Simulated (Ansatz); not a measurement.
## Electronic structure of C₂H₇AlBF in real space

```xyz
12

C    -1.6265    0.7442   -0.3645
B    -0.7312   -0.1828    0.5250
F    -1.0083   -0.2037    1.8421
C     0.4552   -1.0300    0.0334
Al    2.1057    0.0322    0.0425
H    -1.2254    0.9152   -1.3646
H    -2.6109    0.2742   -0.4806
H    -1.8084    1.7095    0.1169
H     0.3379   -1.3047   -1.0218
H     0.6434   -1.9124    0.6507
H     3.2850   -0.3304    1.0383
H     2.2602    1.2334   -0.9836
```

Geometry: PBE0-D4/def2-TZVP.

Computed with RKS PBE0-D4/def2-TZVPP in Ansatz 0.2.0.

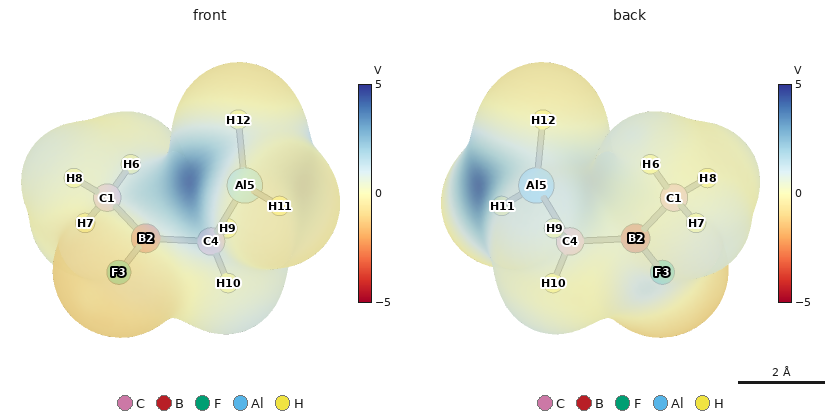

Figure 1. The molecular electrostatic potential painted on the density surface at 0.002 e/bohr³, seen from the front and from behind; red is negative and blue positive.

Where is the surface potential most negative and most positive?

The most negative region (about −1.0 V) lies over F3, the most positive (about +4.0 V) over Al5.

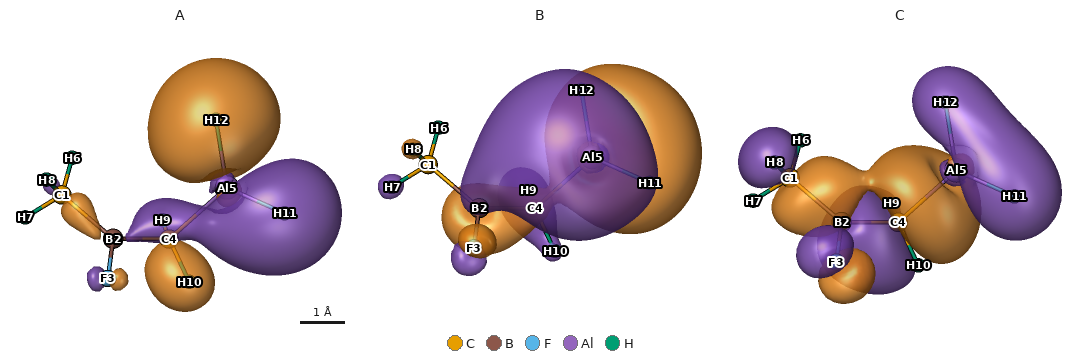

Figure 2. Three frontier orbitals at ±0.06 Å⁻³ᐟ² (orange and purple are the two phases), in no order.

Order the three orbitals by energy and name them.

A is the HOMO−1 (−8.51 eV). By Hirshfeld shares it lies mainly on H12 (about 35 %), Al5 (about 35 %) and H11 (about 25 %). C is the HOMO (−8.14 eV). Its weight (Hirshfeld) is mainly on C4 (about 40 %), Al5 (about 20 %), B2 (about 10 %) and H11 (about 10 %). B is the LUMO (−1.60 eV). Its weight (Hirshfeld) is mainly on Al5 (about 70 %) and B2 (about 5 %).

What is the HOMO–LUMO gap?

6.54 eV between the orbital energies.

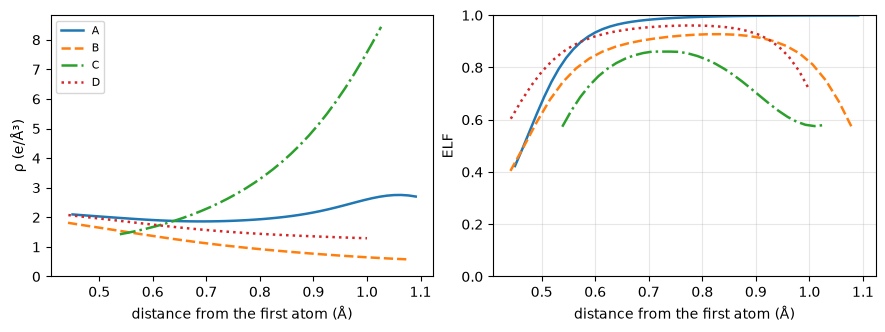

Figure 3. Electron density and electron localisation function along straight lines between neighbouring atoms. The curves leave out the atomic cores.

Which curve belongs to which contact (B–F, C–Al, C–B and C–H)? The first atom named is at distance zero.

Curve A: C–H (1.09 Å): the density is about 2 e/Å³ at the midpoint; the ELF climbs to about 1 towards the hydrogen, as it does in any bond to H; a covalent bond by its length. Curve B: C–Al (1.96 Å): ρ is about 0.67 e/Å³ halfway; the ELF peaks at about 0.95 between the atoms; a polar covalent bond. Curve C: B–F (1.35 Å): the density is about 2.1 e/Å³ at the midpoint; the ELF peaks at about 0.85 between the atoms (a polar covalent bond). Curve D: C–B (1.54 Å): ρ at the midpoint is about 1.5 e/Å³; the ELF peaks at about 0.95 between the atoms: a shared electron pair.
